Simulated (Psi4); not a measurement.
# HCl (hydrogen chloride): wB97X-D/def2-SVP

What is the vertical ionisation energy of HCl (hydrogen chloride) at wB97X-D/def2-SVP? 

The calculation is run with Psi4 1.11.

4 further runs of the same task are left out: 4 set aside as unsound or not needed. Runs told in other sessions of the task aren't counted.

## 1. The system as given

The species is HCl (2 atoms), meant as a singlet with charge 0. As SMILES, `Cl`. The coordinates come from a PBE0-D4/def2-TZVP relaxation.

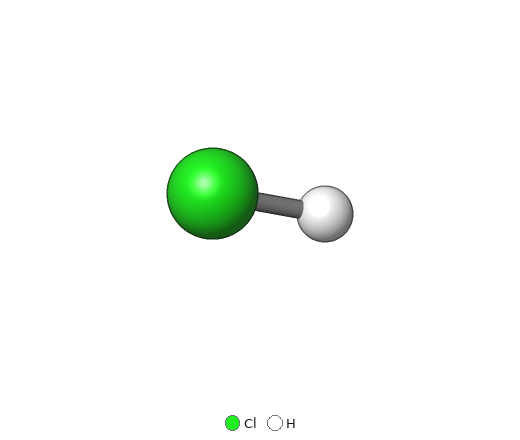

The structure, seen from a chosen angle (chlorine green, hydrogen white).

## 2. A single-point energy at wB97X-D/def2-SVP

clh.dat

```
memory 1.6 GB

molecule mol {
  0 1
  Cl     1.03179046    -0.33731611     0.53063510
  H     -1.03179046     0.33731611    -0.53063510
  units bohr
  symmetry c1
}

set basis def2-SVP
set puream true
set scf_type pk
set dft_radial_points 99
set dft_spherical_points 590

energy_value = energy("wb97x-d")
print_variables()
```

Command:

```sh
$ psi4 clh.dat clh.out -n 1
```

clh.out (excerpt; [...] marks lines left out):

```text
[...]
  Running in c1 symmetry.
[...]
  Nuclear repulsion =    7.034776967508858
[...]
  Multiplicity = 1
[...]
  Nalpha       = 9
  Nbeta        = 9
[...]
    Number of basis functions: 23
[...]
   @RKS iter   1:  -460.63540075894218   -1.10542e-01   8.10772e-03 DIIS/ADIIS
[...]
   @RKS iter   6:  -460.65544315344852   -5.59442e-08   9.93941e-07 DIIS
[...]
    Orbital Energies [Eh]
    ---------------------
    Doubly Occupied:
       1A   -101.674177     2A     -9.581440     3A     -7.335400
       4A     -7.325490     5A     -7.325490     6A     -0.930973
       7A     -0.547036     8A     -0.403422     9A     -0.403422
[...]
  @RKS Final Energy:  -460.65544315344852
   => Energetics <=
    Nuclear Repulsion Energy =              7.0347769675088578
    One-Electron Energy =                -649.9602671300165184
    Two-Electron Energy =                 203.1559274226601133
    DFT Exchange-Correlation Energy =     -20.8858783730676585
    Empirical Dispersion Energy =          -0.0000020405332617
    VV10 Nonlocal Energy =                  0.0000000000000000
    Total Energy =                       -460.6554431534485161
[...]
 Multipole Moments:
 ------------------------------------------------------------------------------------
     Multipole            Electronic (a.u.)      Nuclear  (a.u.)        Total (a.u.)
 ------------------------------------------------------------------------------------
 L = 1.  Multiply by 2.5417464519 to convert [e a0] to [Debye]
 Dipole X            :          0.0000000           -0.0000000            0.0000000
 Dipole Y            :         -0.0000000            0.0000000           -0.0000000
 Dipole Z            :          0.6555816           -1.1980385           -0.5424569
 Magnitude           :                                                    0.5424569
[...]
```

It took 2.8 s on 1 thread of Intel Xeon at 2.60GHz (Ice Lake), shared host; peak memory 0.27 GiB.

## 3. The doublet cation

calc.dat

```
memory 1600 mb

molecule {
  1 2
  Cl     1.03179046    -0.33731611     0.53063510
  H     -1.03179046     0.33731611    -0.53063510
  units au
  symmetry c1
}

set {
  basis                def2-SVP
  reference            uks
  puream               true
  scf_type             pk
  dft_radial_points    99
  dft_spherical_points 590
  maxiter              100
}

e_tot = energy('wb97x-d')
```

Command:

```sh
$ psi4 calc.dat calc.out -n 1
```

calc.out (excerpt; [...] marks lines left out):

```text
[...]
  Running in c1 symmetry.
[...]
  Nuclear repulsion =    7.034776967508858
[...]
  Multiplicity = 2
[...]
  Nalpha       = 9
  Nbeta        = 8
[...]
    Number of basis functions: 23
[...]
   @UKS iter   1:  -460.16833780903499    3.56521e-01   7.40504e-03 DIIS/ADIIS
[...]
   @UKS iter   8:  -460.18795117958069   -8.75787e-10   1.96052e-07 DIIS
[...]
   @S^2 Observed:                7.523527226E-01
[...]
    Orbital Energies [Eh]
    ---------------------
    Alpha Occupied:
       1A   -102.148794     2A    -10.051363     3A     -7.814243
       4A     -7.798756     5A     -7.789139     6A     -1.369949
       7A     -0.942181     8A     -0.861984     9A     -0.806093
    Alpha Virtual:
      10A     -0.213341    11A      0.087656    12A      0.272090
      13A      0.335706    14A      0.376761    15A      0.415654
      16A      0.416943    17A      0.546004    18A      0.577536
      19A      0.581922    20A      0.855590    21A      1.288419
      22A      1.302474    23A      1.987597
[...]
  @UKS Final Energy:  -460.18795117958069
   => Energetics <=
    Nuclear Repulsion Energy =              7.0347769675088578
    One-Electron Energy =                -642.0390417747212268
    Two-Electron Energy =                 195.4892995239747222
    DFT Exchange-Correlation Energy =     -20.6729838558097718
    Empirical Dispersion Energy =          -0.0000020405332617
    VV10 Nonlocal Energy =                  0.0000000000000000
    Total Energy =                       -460.1879511795806934
  UHF NO Occupations:
  HONO-2 :    7  A 1.9998739
  HONO-1 :    8  A 1.9989802
[...]
 Multipole Moments:
 ------------------------------------------------------------------------------------
     Multipole            Electronic (a.u.)      Nuclear  (a.u.)        Total (a.u.)
 ------------------------------------------------------------------------------------
 L = 1.  Multiply by 2.5417464519 to convert [e a0] to [Debye]
 Dipole X            :         -0.0000000           -0.0000000           -0.0000000
 Dipole Y            :          0.0000000            0.0000000            0.0000000
 Dipole Z            :          0.4598232           -1.1980385           -0.7382153
 Magnitude           :                                                    0.7382153
[...]
```

It took 3.6 s on 1 thread of Intel Xeon at 2.60GHz (Ice Lake), shared host; peak memory 0.27 GiB.

## 4. Results

At wB97X-D/def2-SVP:

| quantity | value |
| --- | --- |
| singlet HCl: total energy | -460.65544 Eh |
| singlet HCl: dipole moment | 1.38 D |
| singlet HCl: HOMO energy | -10.98 eV |
| singlet HCl: LUMO energy | 2.87 eV |
| singlet HCl: HOMO–LUMO gap | 13.84 eV |
| singlet HCl: dispersion energy | -0.01 kJ/mol |
| doublet cation: total energy | -460.18795 Eh |
| doublet cation: HOMO energy (highest over α and β) | -21.46 eV |
| doublet cation: LUMO energy (lowest over α and β) | -14.35 eV |
| doublet cation: dispersion energy | -0.01 kJ/mol |
| doublet cation: ⟨S²⟩ | 0.752 |
| vertical ionisation energy (to the doublet cation) | 12.721 eV |

In words: Removing an electron at fixed nuclei costs 12.72 eV (293 kcal/mol). −ε(HOMO) before ionisation, 10.98 eV, is 1.74 eV below this ionisation energy.
